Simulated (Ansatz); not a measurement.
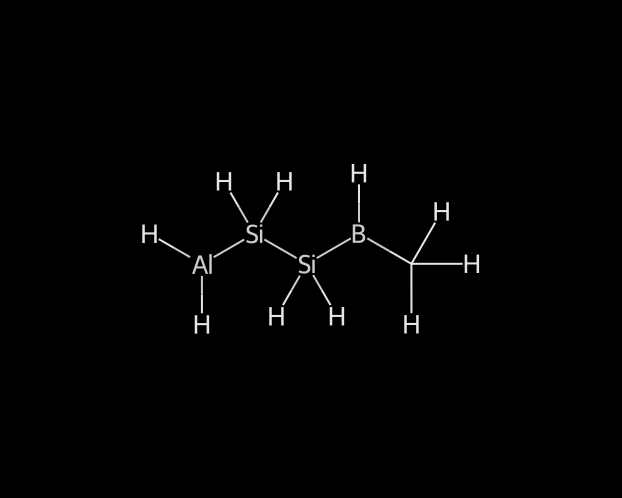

Skeletal drawing of a molecule.

Question: Transcribe the drawing into SMILES.

Answer: CB[SiH2][SiH2][AlH2]

Question: Give the formula, hydrogens included.

Answer: CH10AlBSi2.

Question: An optimisation with PBE0-D4/def2-TZVP gave a structure of which point group?

Answer: C1. Other conformers may differ.

The parts below concern this one geometry. Atoms keep their numbers from picture to picture. The computed structure is the end point of a PBE0-D4/def2-TZVP optimisation.

Geometry

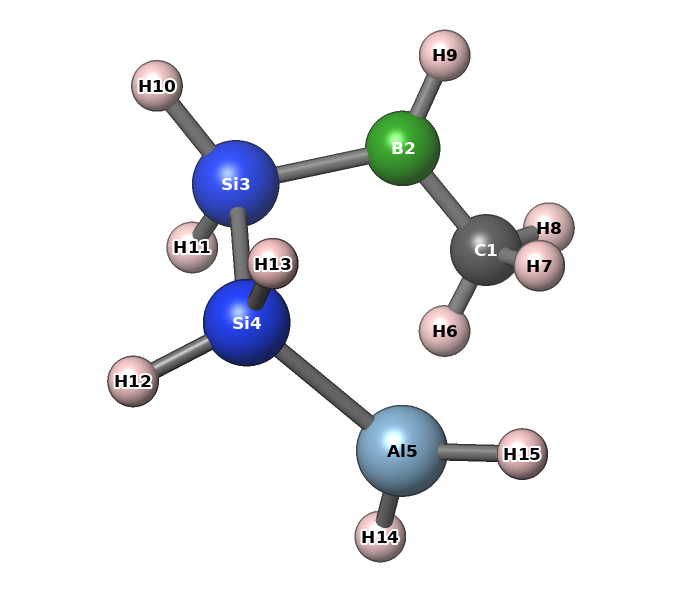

List the bonds and their lengths.

```
   bond  length (Å)
  C1–B2       1.562
  C1–H6       1.103
  C1–H7       1.102
  C1–H8       1.095
 B2–Si3       2.002
  B2–H9       1.198
Si3–Si4       2.353
Si3–H10       1.488
Si3–H11       1.495
Si4–Al5       2.452
Si4–H12       1.492
Si4–H13       1.492
Al5–H14       1.590
Al5–H15       1.589
```

Vibrations

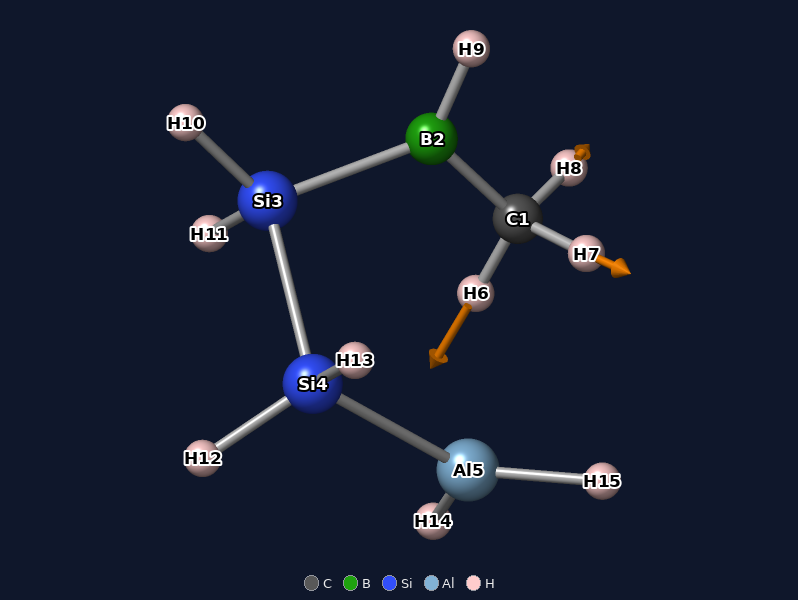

The arrows show one normal mode. Harmonic vibrations computed with RKS PBE0-D4/def2-TZVP (Ansatz 0.2.0) at a stationary point of the same level.

Question: What kind of motion is it?

Answer: Mostly in-phase stretching of 2 C–H bonds.

Question: At what wavenumber does it lie?

Answer: 2959 cm⁻¹; it is mode 37 of 39 counted from the lowest.

Dipole moment

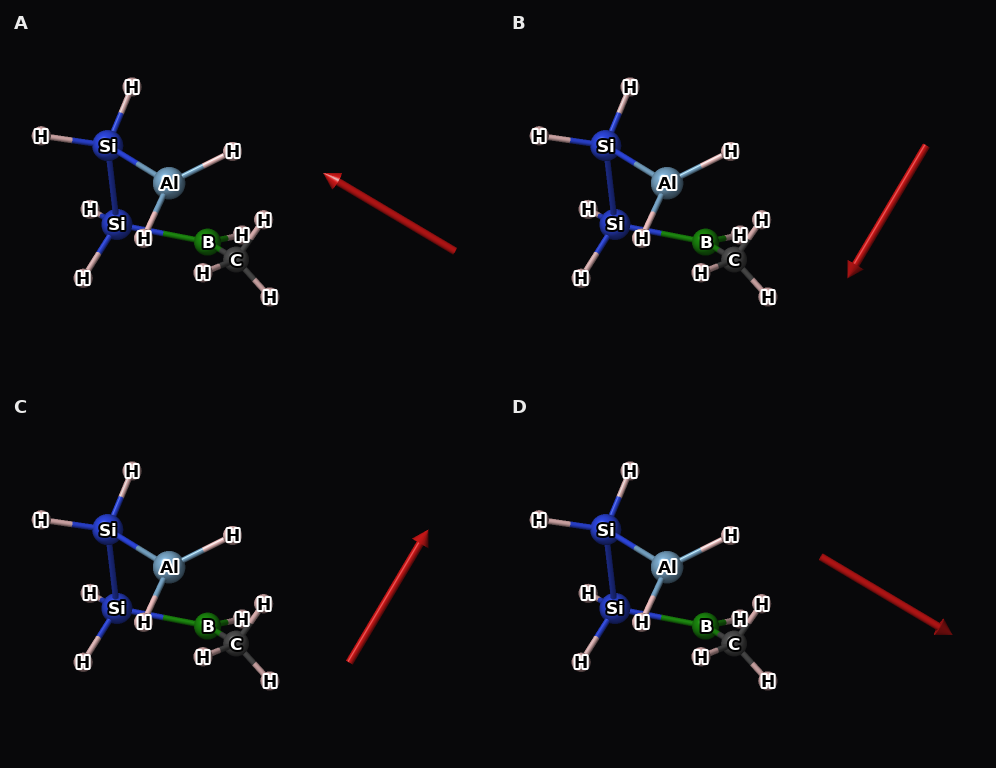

The same molecule four times, each with an arrow. Properties computed with RKS B3LYP-D4/def2-TZVPP (Ansatz 0.2.0).

Question: Which arrow points along the dipole moment, from the negative to the positive end?

Answer: D. The dipole moment is 1.12 D.

Charges

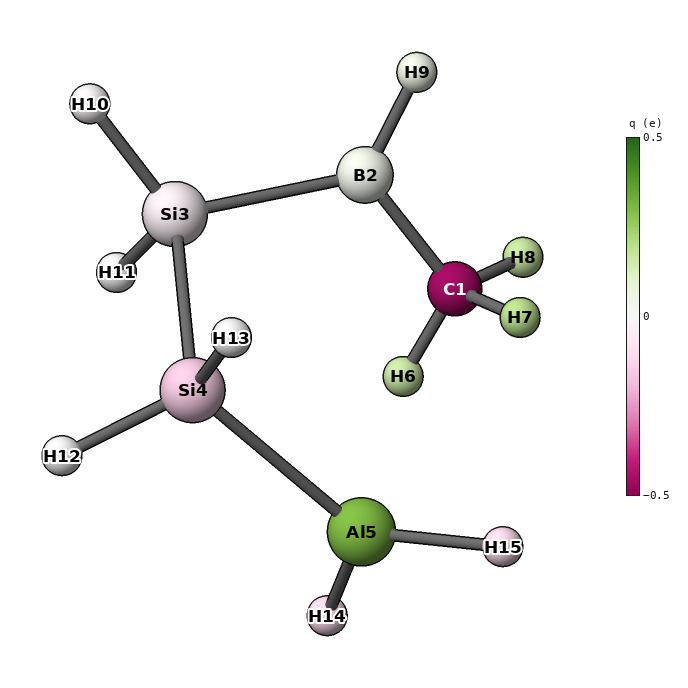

Atoms are coloured by their Mulliken charges. Properties computed with RKS PBE0-D4/def2-TZVP (Ansatz 0.2.0).

List the Mulliken charges.

```
atom  value (e)
  C1      −0.45
  B2       0.03
 Si3      −0.04
 Si4      −0.14
 Al5       0.29
  H6       0.15
  H7       0.18
  H8       0.16
  H9       0.04
 H10      −0.02
 H11       0.00
 H12       0.00
 H13       0.00
 H14      −0.10
 H15      −0.10
```

Mulliken values depend strongly on the basis set and can even reverse the polarity of a bond.
